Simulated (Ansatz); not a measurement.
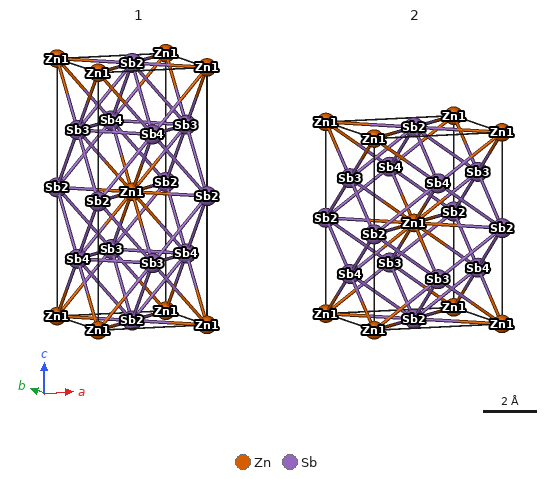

Two geometries of crystalline ZnSb₃ (built on the TiAl3 (D0_22)_139 type), drawn at one scale. One is the start of a relaxation, the other its converged end. The picture is a ball-and-stick view of the conventional cell (2 times the calculation's cell), seen slightly off an axis. Lengths and directions refer to the drawn axes.

Computed with DFT PBE, scalar-relativistic, plane waves, PAW (Ansatz 0.2.0). Settings: plane-wave cutoff 420 eV; k-point mesh 14 × 14 × 14; occupations gaussian; smearing width 0.1 eV; no spin polarisation; cell and atoms relaxed; force threshold 0.01 eV/Å; at most 80 steps.

### Which geometry has the lower energy?

Structure 2 is the relaxed one. Case: TiAl3 (D0_22) type (I4/mmm, No. 139). The energy falls by 30.3 meV per atom in 16 accepted moves (21 points after the start). All forces vanish by symmetry, so only the cell relaxes. Pressure: 2.56 GPa at the start and 0.00 GPa at the end. The line search rejected the trial steps at points 9, 18, 19 of the run. At 2 points the geometry stayed and the basis and grid were re-selected for the new cell (energy shift of 3.1 meV per atom at most each time). No atom moves by more than 0.005 Å relative to the cell. The drawn cell changes as follows: a = b 4.445 → 5.223 Å (+17.5 %), c 9.929 → 7.390 Å (−25.6 %); the volume changes by +2.8 %. Some distances before and after: Sb3–Sb4 3.143 → 3.693 Å, Zn1–Sb2 3.143 → 3.693 Å, Zn1–Sb3 3.332 → 3.199 Å, Sb2–Sb3 3.332 → 3.199 Å. Bond angles that change, for instance: Sb2–Sb3–Sb2 83.7° → 109.4°, Sb2–Sb3–Sb2 123.7° → 109.5°. The space group (tolerance 0.01 Å) goes from I4/mmm (No. 139) to Fm-3m (No. 225). The run took 10 min on 1 thread of Intel(R) Xeon(R) 6975P-C (Granite Rapids), on a shared host, peak memory 0.89 GiB.
